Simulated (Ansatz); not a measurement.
Level of theory: PBE (plane waves to 420 eV, PAW; Ansatz, a first-principles code).

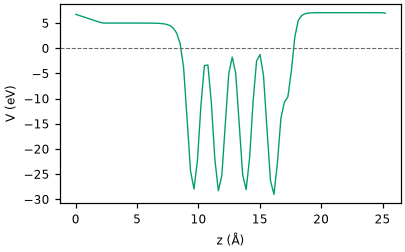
Fig. 1. Electrostatic potential energy of an electron, averaged over planes parallel to the surface, in eV from the Fermi level, for N on the 1x1 (0001) surface of hcp Ru, one in a 1x1 cell, started at the site 'bridge Ru-Ru (span 2.7 Å)'

Set-up: 5 atoms, 6.3 Å thick at the start under the adsorbate (thin: gaps and levels are the slab's own); mesh 12x12x1; 0.1 eV smearing; dipole correction on; 2 atoms held, the rest relaxed; held to the start's symmetry, so lower structures may exist; no spin, no spin-orbit, no U, no dispersion correction. At the end it is bonded to 3 Ru. In PBE it is, or lies within 0.03 eV of, the lowest of the starts that converged.

Problem. The surface cell has an area of 6.41 Å². What dipole along the normal does the step between the two vacuum levels imply?

Solution. the top vacuum level lies 2.06 eV above the bottom one; p = −ε₀ A ΔV (ε₀ = 0.005526 e/(V·Å)) gives -0.07 e·Å a cell.
